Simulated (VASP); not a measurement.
Energy against volume of Sr (fcc). These are MS2 meta-GGA, VASP's PBE PAW potentials (set 64) (plane waves; VASP) values and carry that method's errors.

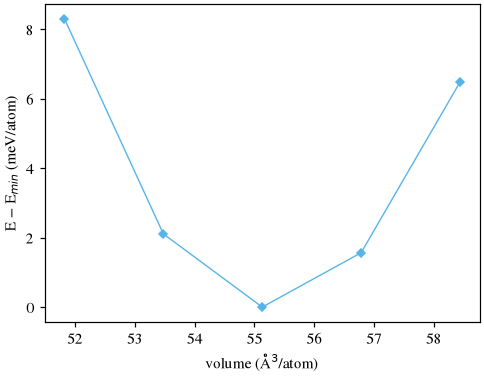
*Energy against volume*

### Question
Estimate the equilibrium volume and the bulk modulus.

### Answer
The minimum lies near 55.2 Å³/atom, and the curvature gives B0 of about 12 GPa.

Measured: bulk modulus 12.5 GPa at 0 K (computed value off by -5.0 %), as given by H. Levämäki et al., Physical Review B (2014), arXiv:1402.3671 [corrected for temperature and zero-point phonon effects]; a 6.045 Å at 0 K (computed value off by +0.0 %), as given by Gábor I. Csonka et al., Physical Review B (2009), arXiv:0903.4037 [low-temperature or extrapolated to 0 K; zero-point anharmonic expansion removed].

The compound is Sr in the fcc structure. It was relaxed first.
